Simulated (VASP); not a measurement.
# Which magnetic order does MnS take?, part 2 of 2

Is MnS a ferromagnet or an antiferromagnet at this level? The start is a cell from a database of measured crystal structures.

VASP 6.6.1, plane waves and PAW; the level of theory is named at each step.

So far, largest spin moment in the PAW sphere (μB): step 2 (magnetic order, 2 atoms, start order ferro) 4.59.

The database entry behind the starting cell differs from later determinations by our own check (an axis about 0.2 % short against later determinations), so it need not match the best structure at ambient conditions.

## 3. Magnetic order, 4 atoms, start order antiferro q=(0,1/2,1/2)

This step: PBE, DFT+U (Mn d 4 eV), spin-polarised, from moments of both signs; plane waves and PAW (Mn_pv, S) (VASP 6.6.1).

System of this step: MnS. The structure is cubic, space group Fm-3m (No. 225). Conventional cell: a = 5.209 Å, b = 5.209 Å, c = 5.209 Å, α = 90.00°, β = 90.00°, γ = 90.00°. Mn has 6 S at 2.60 Å nearest. Nearest to S lie 6 Mn at 2.60 Å. Farther neighbours and most contacts between anions are not listed.

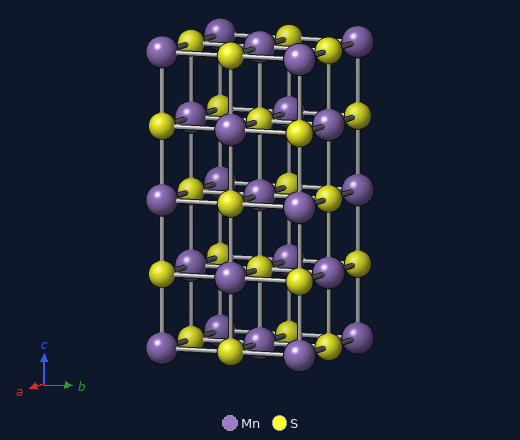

The cell of this step (manganese light purple, sulfur yellow). 1×1×2 conventional cells are drawn. Some periodic images of atoms are drawn too.

INCAR reads:

```
SYSTEM = MnS
PREC = Accurate
ENCUT = 350
EDIFF = 1E-06
NELM = 150
ISMEAR = -1
SIGMA = 0.1
LREAL = .FALSE.
ALGO = Normal
GGA = PE
NBANDS = 27
ISPIN = 2
MAGMOM = 4.5 -4.5 0 0
LDAU = .TRUE.
LDAUTYPE = 2
LDAUL = 2 -1
LDAUU = 4 0
LDAUJ = 0 0
LDAUPRINT = 1
LASPH = .TRUE.
LMAXMIX = 4
LORBIT = 11
LWAVE = .FALSE.
LCHARG = .TRUE.
KPAR = 4
AMIX = 0.2
BMIX = 1E-04
AMIX_MAG = 0.8
BMIX_MAG = 1E-04
```

POSCAR reads:

```
MnS
1.0
    0.0000000000      2.6045000000      2.6045000000
    5.2090000000      0.0000000000      5.2090000000
    5.2090000000      2.6045000000      2.6045000000
Mn S
2 2
Direct
    0.0000000000      0.0000000000      0.0000000000
    0.0000000000      0.5000000000      0.0000000000
    0.5000000000      0.0000000000      0.5000000000
    0.5000000000      0.5000000000      0.5000000000
```

KPOINTS reads:

```
Automatic mesh
0
Gamma
10 5 10
0 0 0
```

PAW data sets: Mn_pv and S (PBE family, release 64).

On the command line:

```
> mpirun -np 4 vasp_std
```

The program printed:

```text
[banner, memory and clock lines left out]
running    4 mpi-ranks, on    1 nodes
 distrk:  each k-point on    1 cores,    4 groups
 distr:  one band on    1 cores,    1 groups

 POSCAR found type information on POSCAR MnS
 POSCAR found :  2 types and       4 ions
 LDA part: xc-table for (Slater+PW92), standard interpolation
 POSCAR, INCAR and KPOINTS ok, starting setup
 FFT: planning ... GRIDC
 FFT: planning ... GRID_SOFT
 FFT: planning ... GRID
 WAVECAR not read
 entering main loop
       N       E                     dE             d eps       ncg     rms          rms(c)
DAV:   1     0.315231672464E+03    0.31523E+03   -0.17350E+04  7724   0.115E+03
DAV:   2    -0.182559636361E+01   -0.31706E+03   -0.30640E+03  7002   0.359E+02
DAV:   3    -0.247187399272E+02   -0.22893E+02   -0.22499E+02  7875   0.102E+02
DAV:   4    -0.252992068588E+02   -0.58047E+00   -0.57901E+00  8099   0.163E+01
DAV:   5    -0.253093410939E+02   -0.10134E-01   -0.10132E-01  8105   0.240E+00    0.155E+01
DAV:   6    -0.260138581469E+02   -0.70452E+00   -0.57712E+00  7773   0.237E+01    0.147E+01
DAV:   7    -0.259395319352E+02    0.74326E-01   -0.26286E+00  8887   0.159E+01    0.125E+01
DAV:   8    -0.259302779612E+02    0.92540E-02   -0.62223E-01  7179   0.527E+00    0.746E+00
DAV:   9    -0.259334728297E+02   -0.31949E-02   -0.16856E-02  7660   0.172E+00    0.437E+00
DAV:  10    -0.259336272593E+02   -0.15443E-03   -0.24928E-02  7646   0.150E+00    0.476E-01
DAV:  11    -0.259330084283E+02    0.61883E-03   -0.24999E-03  7647   0.309E-01    0.237E-01
DAV:  12    -0.259328934055E+02    0.11502E-03   -0.20008E-03  7975   0.315E-01    0.198E-01
DAV:  13    -0.259329044098E+02   -0.11004E-04   -0.12172E-04  7468   0.634E-02    0.126E-01
DAV:  14    -0.259329235396E+02   -0.19130E-04   -0.21218E-05  7705   0.541E-02    0.335E-02
DAV:  15    -0.259329328993E+02   -0.93597E-05   -0.15374E-05  7653   0.226E-02    0.108E-02
DAV:  16    -0.259329334988E+02   -0.59951E-06   -0.10276E-06  5941   0.630E-03
   1 F= -.25932933E+02 E0= -.25932832E+02  d E =-.203858E-03  mag=    -0.0000
```

Run time: 59 s. Hardware: 4 MPI ranks of Intel Xeon 6975P-C (Granite Rapids), shared host; peak memory 1.2 GiB.

OUTCAR, selected parts (step 3):

```text
  LATTYP: Found a simple tetragonal cell.
 ALAT       =     3.6833192232
 C/A-ratio  =     1.4142135624

 Subroutine GETGRP returns: Found 16 space group operations
 (whereof 16 operations were pure point group operations)

The static configuration has the point symmetry D_4h.

 Found     63 irreducible k-points:

   k-points           NKPTS =     63   k-points in BZ     NKDIM =     63   number of bands    NBANDS=     27

   dimension x,y,z NGX =    24 NGY =   48 NGZ =   40
   dimension x,y,z NGXF=    48 NGYF=   96 NGZF=   80

   ENCUT  =  350.0 eV  25.72 Ry    5.07 a.u.   5.62 11.24  9.73*2*pi/ulx,y,z

   NELECT =      38.0000    total number of electrons

atom =   1  type =  1  l = 2

 onsite density matrix

spin component  1

  0.9310  0.0000 -0.0000  0.0000 -0.0000
  0.0000  0.9331  0.0000 -0.0000 -0.0000
 -0.0000  0.0000  0.9541  0.0000  0.0001
  0.0000 -0.0000  0.0000  0.9310  0.0000
 -0.0000 -0.0000  0.0001  0.0000  0.9540

spin component  2

  0.0165 -0.0000  0.0000 -0.0000  0.0000
 -0.0000  0.0153 -0.0000  0.0000 -0.0000
  0.0000 -0.0000  0.0777 -0.0000  0.0010
 -0.0000  0.0000 -0.0000  0.0165  0.0000
  0.0000 -0.0000  0.0010  0.0000  0.0766

 occupancies and eigenvectors

  o =  0.0153  v =  0.0000  0.0000  0.0000  0.0000  0.0000  0.0000  1.0000 -0.0000 -0.0000  0.0000      0.0000  0.0000  0.0000  0.0000  0.0000  0.0000  0.0000  0.0000  0.0000  0.0000
  o =  0.0165  v =  0.0000  0.0000  0.0000  0.0000  0.0000  1.0000 -0.0000 -0.0000  0.0034 -0.0000      0.0000  0.0000  0.0000  0.0000  0.0000  0.0000  0.0000  0.0000  0.0000  0.0000
  o =  0.0165  v =  0.0000  0.0000  0.0000  0.0000  0.0000  0.0034 -0.0000  0.0000 -1.0000  0.0000      0.0000  0.0000  0.0000  0.0000  0.0000  0.0000  0.0000  0.0000  0.0000  0.0000
  o =  0.0760  v =  0.0000  0.0000  0.0000  0.0000  0.0000  0.0000  0.0000  0.5000  0.0000 -0.8660      0.0000  0.0000  0.0000  0.0000  0.0000  0.0000  0.0000  0.0000  0.0000  0.0000
  o =  0.0783  v =  0.0000  0.0000  0.0000  0.0000  0.0000 -0.0000  0.0000 -0.8660 -0.0000 -0.5000      0.0000  0.0000  0.0000  0.0000  0.0000  0.0000  0.0000  0.0000  0.0000  0.0000
  o =  0.9310  v =  0.0000  0.0000  0.0000 -1.0000  0.0000  0.0000  0.0000  0.0000  0.0000  0.0000      0.0000  0.0000  0.0000  0.0000  0.0000  0.0000  0.0000  0.0000  0.0000  0.0000
  o =  0.9310  v =  1.0000  0.0000  0.0000  0.0000  0.0000  0.0000  0.0000  0.0000  0.0000  0.0000      0.0000  0.0000  0.0000  0.0000  0.0000  0.0000  0.0000  0.0000  0.0000  0.0000
  o =  0.9331  v =  0.0000 -1.0000 -0.0000 -0.0000 -0.0000  0.0000  0.0000  0.0000  0.0000  0.0000      0.0000  0.0000  0.0000  0.0000  0.0000  0.0000  0.0000  0.0000  0.0000  0.0000
  o =  0.9539  v =  0.0000 -0.0000  0.5000  0.0000 -0.8660  0.0000  0.0000  0.0000  0.0000  0.0000      0.0000  0.0000  0.0000  0.0000  0.0000  0.0000  0.0000  0.0000  0.0000  0.0000
  o =  0.9541  v =  0.0000  0.0000 -0.8660 -0.0000 -0.5000  0.0000  0.0000  0.0000  0.0000  0.0000      0.0000  0.0000  0.0000  0.0000  0.0000  0.0000  0.0000  0.0000  0.0000  0.0000

atom =   2  type =  1  l = 2

 onsite density matrix

spin component  1

spin component  2

  0.9310  0.0000 -0.0000  0.0000  0.0000
  0.0000  0.9331  0.0000 -0.0000 -0.0000
 -0.0000  0.0000  0.9541  0.0000  0.0001
  0.0000 -0.0000  0.0000  0.9310  0.0000
  0.0000 -0.0000  0.0001  0.0000  0.9540

 occupancies and eigenvectors

  o =  0.0153  v = -0.0000 -1.0000 -0.0000  0.0000 -0.0000  0.0000  0.0000  0.0000  0.0000  0.0000      0.0000  0.0000  0.0000  0.0000  0.0000  0.0000  0.0000  0.0000  0.0000  0.0000
  o =  0.0165  v =  1.0000 -0.0000 -0.0000  0.0057 -0.0000  0.0000  0.0000  0.0000  0.0000  0.0000      0.0000  0.0000  0.0000  0.0000  0.0000  0.0000  0.0000  0.0000  0.0000  0.0000
  o =  0.0165  v =  0.0057 -0.0000 -0.0000 -1.0000 -0.0000  0.0000  0.0000  0.0000  0.0000  0.0000      0.0000  0.0000  0.0000  0.0000  0.0000  0.0000  0.0000  0.0000  0.0000  0.0000
  o =  0.0760  v = -0.0000 -0.0000  0.5000  0.0000 -0.8660  0.0000  0.0000  0.0000  0.0000  0.0000      0.0000  0.0000  0.0000  0.0000  0.0000  0.0000  0.0000  0.0000  0.0000  0.0000
  o =  0.0783  v =  0.0000 -0.0000  0.8660 -0.0000  0.5000  0.0000  0.0000  0.0000  0.0000  0.0000      0.0000  0.0000  0.0000  0.0000  0.0000  0.0000  0.0000  0.0000  0.0000  0.0000
  o =  0.9310  v =  0.0000  0.0000  0.0000  0.0000  0.0000  1.0000  0.0000  0.0000  0.0000  0.0000      0.0000  0.0000  0.0000  0.0000  0.0000  0.0000  0.0000  0.0000  0.0000  0.0000
  o =  0.9310  v =  0.0000  0.0000  0.0000  0.0000  0.0000  0.0000 -0.0000 -0.0000 -1.0000  0.0000      0.0000  0.0000  0.0000  0.0000  0.0000  0.0000  0.0000  0.0000  0.0000  0.0000
  o =  0.9331  v =  0.0000  0.0000  0.0000  0.0000  0.0000  0.0000 -1.0000  0.0000  0.0000 -0.0000      0.0000  0.0000  0.0000  0.0000  0.0000  0.0000  0.0000  0.0000  0.0000  0.0000
  o =  0.9539  v =  0.0000  0.0000  0.0000  0.0000  0.0000  0.0000  0.0000  0.5000 -0.0000 -0.8660      0.0000  0.0000  0.0000  0.0000  0.0000  0.0000  0.0000  0.0000  0.0000  0.0000
  o =  0.9541  v =  0.0000  0.0000  0.0000  0.0000  0.0000  0.0000 -0.0000 -0.8660  0.0000 -0.5000      0.0000  0.0000  0.0000  0.0000  0.0000  0.0000  0.0000  0.0000  0.0000  0.0000

 E-fermi :   7.0170

 spin component 1
 k-point     1 :       0.0000    0.0000    0.0000
  band No.  band energies     occupation
    ...
     15       3.4797      1.00000
     16       3.4797      1.00000
     17       5.0843      1.00000
     18       5.0843      1.00000
     19       5.0867      1.00000
     20       7.6293      0.00219
     21       7.8175      0.00033
     22       8.7391      0.00000
     23       9.2167      0.00000
     24       9.2168      0.00000
    ...

 k-point     2 :       0.1000    0.0000    0.0000
  band No.  band energies     occupation
    ...
     15       3.2539      1.00000
     16       3.6451      1.00000
     17       4.4162      1.00000
     18       5.0749      1.00000
     19       5.1056      1.00000
     20       7.8599      0.00022
     21       8.3345      0.00000
     22       8.9155      0.00000
     23       9.2539      0.00000
     24       9.2855      0.00000
    ...

 k-point     3 :       0.2000    0.0000    0.0000
  band No.  band energies     occupation
    ...
     15       3.1163      1.00000
     16       3.3189      1.00000
     17       3.9395      1.00000
     18       5.1660      1.00000
     19       5.2309      1.00000
     20       8.3253      0.00000
     21       9.0068      0.00000
     22       9.3274      0.00000
     23       9.5189      0.00000
     24       9.5596      0.00000
    ...

 k-point     4 :       0.3000    0.0000    0.0000
  band No.  band energies     occupation
    ...
     15       2.6444      1.00000
     16       3.4648      1.00000
     17       4.0780      1.00000
     18       5.5298      1.00000
     19       5.5553      1.00000
     20       8.8719      0.00000
     21       9.2126      0.00000
     22       9.6394      0.00000
     23      10.0710      0.00000
     24      10.1713      0.00000
    ...

  Total        1.4926203      1.4746960      1.4746960     -0.0000000     -0.0000000      0.0000000
  in kB       33.8397279     33.4333585     33.4333585     -0.0000000     -0.0000000      0.0000000
  external PRESSURE =      33.5688150 kB  Pullay stress =       0.0000000 kB

  energy-cutoff  :      350.00
  volume of cell :       70.67
      direct lattice vectors                 reciprocal lattice vectors
     0.000000000  2.604500000  2.604500000    -0.191975427  0.191975427  0.191975427
     5.209000000  0.000000000  5.209000000     0.000000000 -0.191975427  0.191975427
     5.209000000  2.604500000  2.604500000     0.191975427  0.191975427 -0.191975427

 POSITION                                       TOTAL-FORCE (eV/Angst)
 -----------------------------------------------------------------------------------
      0.00000      0.00000      0.00000        -0.000000      0.000000     -0.000000
      2.60450      0.00000      2.60450        -0.000000     -0.000000     -0.000000
      2.60450      2.60450      2.60450         0.000000     -0.000000      0.000000
      5.20900      2.60450      5.20900         0.000000     -0.000000      0.000000
 -----------------------------------------------------------------------------------
    total drift:                                0.000000     -0.000000      0.000000

  FREE ENERGIE OF THE ION-ELECTRON SYSTEM (eV)
  ---------------------------------------------------
  free  energy   TOTEN  =       -25.9329334988 eV

  energy  without entropy=      -25.9327296403  energy(sigma->0) =      -25.93283157

 total charge
# of ion       s       p       d       tot
------------------------------------------
    1        0.219   6.170   4.888  11.277
    2        0.219   6.170   4.888  11.277
    3        1.321   2.462   0.000   3.783
    4        1.321   2.462   0.000   3.783
--------------------------------------------------
tot          3.079  17.264   9.777  30.120

 magnetization (x)
# of ion       s       p       d       tot
------------------------------------------
    1        0.041   0.036   4.491   4.568
    2       -0.041  -0.036  -4.491  -4.568
    3       -0.007  -0.020   0.000  -0.027
    4        0.007   0.020   0.000   0.027
--------------------------------------------------
tot          0.000   0.000   0.000   0.000

[... 6 further parts left out ...]
```

The magnetic state follows from one typed start and may not be the lowest.

This step gave:

```
electronic cycles              : 16
electrons                      : 38
free energy (TOTEN)            : -25.93 eV
energy at zero smearing        : -25.93 eV
Fermi energy                   : 7.017 eV
gap on the k-mesh              : 1.009 eV
least direct gap on the k-mesh : 2.543 eV
```

Spin moment in the PAW sphere by atom:

| atom | spin moment in the PAW sphere (μB) |
| --- | --- |
| Mn1 | 4.57 |
| Mn2 | -4.57 |
| S3 | -0.03 |
| S4 | 0.03 |

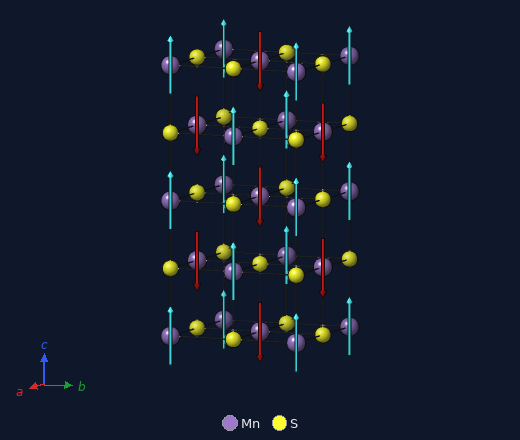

Spin moment in the PAW sphere as arrows, the longest 4.57 μB. Up and down stand for the sign. Arrows give size and sign along the axis of quantisation, drawn up and down the page. The two directions have two colours. 1×1×2 conventional cells are drawn. Some periodic images of atoms are drawn too.

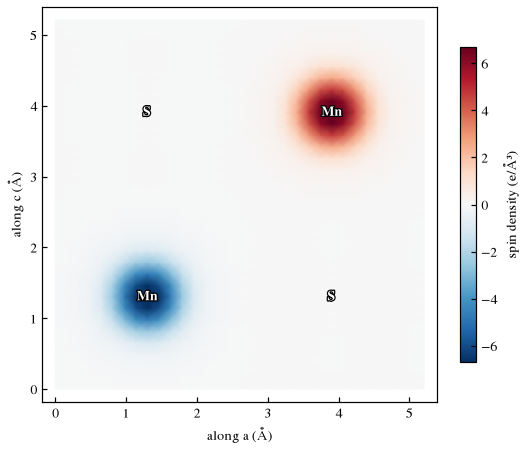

Spin density in the ac plane of the conventional cell at fractional y = 0.000, with atoms of Mn and S within 0.2 Å of it. The map starts off the cell's origin, so that atoms lie inside it.

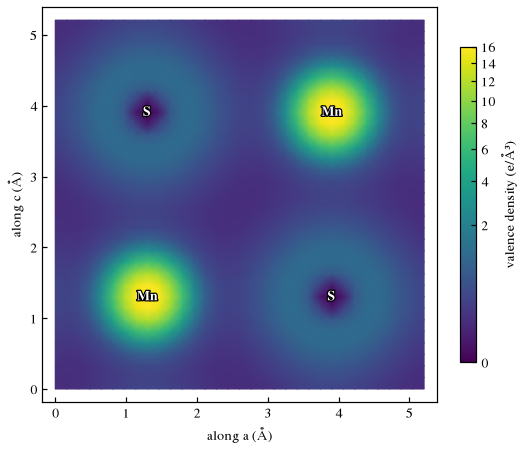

Valence density in the ac plane of the conventional cell at fractional y = 0.000, with atoms of Mn and S within 0.2 Å of it. It is the smooth field of the valence electrons, not physical close to the nuclei. The map starts off the cell's origin, so that atoms lie inside it. The colour scale is stretched toward low values.

The largest moment at the end is 4.57 μB, and the moments of the cell sum to 0.00 μB.

## 4. Magnetic order, 4 atoms, start order antiferro q=(0,0,1/2)

INCAR, as its differences from that of step 3:

```diff
@@ -23,3 +23,3 @@
 LWAVE = .FALSE.
-LCHARG = .TRUE.
+LCHARG = .FALSE.
 KPAR = 4
```

POSCAR reads:

```
MnS
1.0
    0.0000000000      2.6045000000      2.6045000000
    2.6045000000      0.0000000000      2.6045000000
    5.2090000000      5.2090000000      0.0000000000
Mn S
2 2
Direct
    0.0000000000      0.0000000000      0.0000000000
    0.0000000000      0.0000000000      0.5000000000
    0.5000000000      0.5000000000      0.2500000000
    0.5000000000      0.5000000000      0.7500000000
```

KPOINTS reads:

```
Automatic mesh
0
Gamma
10 10 5
0 0 0
```

On the command line:

```
> mpirun -np 4 vasp_std
```

The program printed:

```text
[banner, memory and clock lines left out]
running    4 mpi-ranks, on    1 nodes
[...]
LDA part: xc-table for (Slater+PW92), standard interpolation
|                                                                             |
|           W    W    AA    RRRRR   N    N  II  N    N   GGGG   !!!           |
|           W    W   A  A   R    R  NN   N  II  NN   N  G    G  !!!           |
|           W    W  A    A  R    R  N N  N  II  N N  N  G       !!!           |
|           W WW W  AAAAAA  RRRRR   N  N N  II  N  N N  G  GGG   !            |
|           WW  WW  A    A  R   R   N   NN  II  N   NN  G    G                |
|           W    W  A    A  R    R  N    N  II  N    N   GGGG   !!!           |
|                                                                             |
|     Your reciprocal lattice and k-lattice belong to different lattice       |
|     classes:                                                                |
|                                                                             |
|        The reciprocal lattice is rhombohedral (trigonal),                   |
|        whereas your k-lattice is body-centered cubic.                       |
|                                                                             |
|     Results are often still useful ...                                      |
|                                                                             |

 POSCAR, INCAR and KPOINTS ok, starting setup
[...]
entering main loop
       N       E                     dE             d eps       ncg     rms          rms(c)
DAV:   1     0.314314749098E+03    0.31431E+03   -0.17408E+04  7136   0.116E+03
DAV:   2    -0.194785654539E+01   -0.31626E+03   -0.30530E+03  6434   0.359E+02
DAV:   3    -0.247622212880E+02   -0.22814E+02   -0.22489E+02  7432   0.101E+02
DAV:   4    -0.253284980524E+02   -0.56628E+00   -0.56489E+00  7325   0.161E+01
[...]
DAV:  14    -0.260044447939E+02   -0.20717E-04   -0.59044E-05  7165   0.113E-01    0.385E-02
DAV:  15    -0.260044490864E+02   -0.42925E-05   -0.23724E-05  7564   0.320E-02    0.143E-02
DAV:  16    -0.260044486504E+02    0.43596E-06   -0.17338E-06  4878   0.864E-03
   1 F= -.26004449E+02 E0= -.26004448E+02  d E =-.142813E-05  mag=     0.0000
```

Run time: 35 s. Hardware: 4 MPI ranks; peak memory 0.94 GiB; 2.3 min of CPU time.

Parts of OUTCAR (step 4):

```text
  Total        1.0613694      1.0613694      1.0613694     -0.0807629      0.0807629      0.0807629
  in kB       24.0626849     24.0626849     24.0626849     -1.8310050      1.8310050      1.8310050
  external PRESSURE =      24.0626849 kB  Pullay stress =       0.0000000 kB

 POSITION                                       TOTAL-FORCE (eV/Angst)
 -----------------------------------------------------------------------------------
      0.00000      0.00000      0.00000         0.000000      0.000000     -0.000000
      2.60450      2.60450      0.00000        -0.000000     -0.000000     -0.000000
      2.60450      2.60450      2.60450         0.000000      0.000000      0.000000
      5.20900      5.20900      2.60450        -0.000000     -0.000000      0.000000
 -----------------------------------------------------------------------------------
    total drift:                                0.000000      0.000000     -0.000000

  FREE ENERGIE OF THE ION-ELECTRON SYSTEM (eV)
  ---------------------------------------------------
  free  energy   TOTEN  =       -26.0044486504 eV

  energy  without entropy=      -26.0044472223  energy(sigma->0) =      -26.00444794

 magnetization (x)
# of ion       s       p       d       tot
------------------------------------------
    1        0.025   0.021   4.461   4.507
    2       -0.025  -0.021  -4.461  -4.507
    3        0.000   0.000   0.000   0.000
    4        0.000   0.000   0.000   0.000
--------------------------------------------------
tot          0.000   0.000  -0.000  -0.000

[... 3 further parts left out ...]
[key lines of the parts left out:]
E-fermi :   6.9109
```

The largest moment at the end is 4.51 μB, and the moments of the cell sum to 0.00 μB.

## 5. Summary

This step: collinear magnetic orders, PBE, DFT+U (Mn d 4 eV); plane waves and PAW (VASP 6.6.1).

No new run; the numbers come from the runs before.

This step gave:

```
mean moment in the lowest run : 4.507 μB
```

Orders, by row:

| order | signs | energy above the lowest (meV/magnetic atom) | total moment (μB) | mean moment on carriers (μB) | gap on the mesh (eV) | signs at the end, of the atoms given a moment |
| --- | --- | --- | --- | --- | --- | --- |
| ferro | + | 56.79 | 4.998 | 4.591 | 0.5617 | + |
| antiferro q=(0,1/2,1/2) | +- | 35.81 | 0 | 4.568 | 1.009 | +- |
| antiferro q=(0,0,1/2) | +- | 0 | 0 | 4.507 | 2.304 | +- |

## 6. Outcome

- lowest order: antiferro q=(0,0,1/2)
- mean moment in the lowest run: 4.51 μB

**Reading.** The lowest run started as antiferro q=(0,0,1/2) and holds 4.51 μB on average over the atoms that were given a moment; the next state, from antiferro q=(0,1/2,1/2), lies 35.8 meV a magnetic atom higher. It ends with the signs +- and a net moment of 0.00 μB a cell: opposed moments that cancel. The cell was not relaxed for each state; their pressures run from 2.4 to 4.0 GPa, which can move the order. Only these collinear orders were tried, and their comparison leaves spin-orbit coupling out.

[Lines on the potential files, build, host, timing and source positions are cut from VASP's logs without a mark.]

[Logs are printed without paths, hosts, clocks, repeated set-up lines and the standing remarks that a program may print on its own settings, such as how far it seeks lower states.]

[Hosts, paths, dates, database ids (printed as entryN), source tags and the programs' standing remarks are cut or masked in the printed files.]

[Runs that stopped without an error message from VASP are left out.]
